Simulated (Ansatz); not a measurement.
BH4N···SiH4

```yaml
atoms:
  - { symbol: B, position_ang: [0.2266, -0.6741, -0.0043] }
  - { symbol: N, position_ang: [-0.1143, -0.5318, 1.3380] }
  - { symbol: H, position_ang: [-1.0672, -0.5344, 1.6717] }
  - { symbol: H, position_ang: [0.5678, -0.4276, 2.0753] }
  - { symbol: H, position_ang: [1.3867, -0.6660, -0.3092] }
  - { symbol: H, position_ang: [-0.6497, -0.7988, -0.8134] }
  - { symbol: Si, position_ang: [-0.3603, 2.9135, 1.3326] }
  - { symbol: H, position_ang: [-1.7099, 2.3233, 1.1209] }
  - { symbol: H, position_ang: [-0.4954, 4.3913, 1.4649] }
  - { symbol: H, position_ang: [0.5261, 2.6020, 0.1806] }
  - { symbol: H, position_ang: [0.2307, 2.3757, 2.5898] }
```

Computed with RKS PBE0-D4/6-31G* in Ansatz 0.2.0.

What will maps of the electron density and electron localisation function show?

Answer. Si7···N2 (3.45 Å): the density falls to about 0.05 e/Å³ on the way; the ELF dips to about 0.05 between them (a weak contact between the two molecules).
N–H (1.01 Å): ρ is about 2.8 e/Å³ halfway; the ELF climbs to about 1 towards the hydrogen, as it does in any bond to H (a covalent bond by its length).
Si–H (1.49 Å): ρ is about 0.77 e/Å³ halfway; the ELF climbs to about 1 towards the hydrogen.

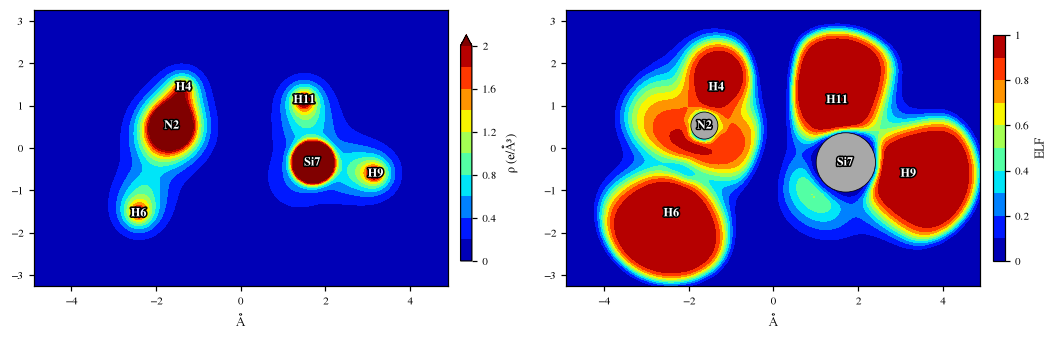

Computed electron density and electron localisation function on the plane of atoms H9, Si7 and H11, in this order. Grey discs cover the atomic cores in the ELF map. 
